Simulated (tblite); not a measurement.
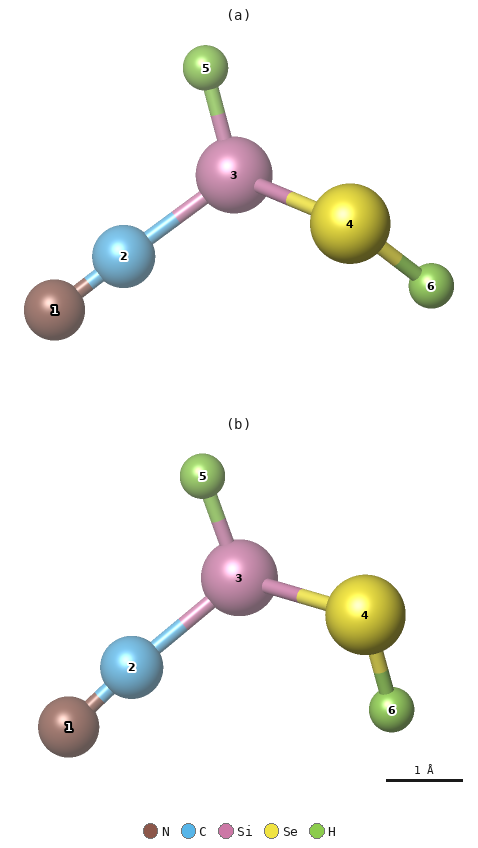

The structure of CH₂NSeSi (multiplicity 2) before (top) and after (bottom) a relaxation, at one scale.

Style: ball-and-stick. Shown at a tilt.

Theory: tblite 0.8.0, GFN2-xTB geometry optimisation, gas phase. 

**Describe what moved and what it gained.**

The largest move after the best rigid fit is that of H6, 0.56 Å. By element the largest moves are H 0.56 Å, Se 0.33 Å, N 0.22 Å, C 0.12 Å, Si 0.11 Å. Some distances before and after: Se4–H6 1.541 → 1.442 Å, C2–Si3 1.815 → 1.854 Å, Si3–H5 1.476 → 1.459 Å, N1–C2 1.157 → 1.149 Å. Bond angles that change, for instance: Si3–Se4–H6 107.1° → 94.7°, N1–C2–Si3 177.5° → 173.3°, Se4–Si3–H5 111.5° → 108.0°. Groups turn about Si3–Se4 by about 35°. The energy falls by 0.165 eV in 56 geometry steps.
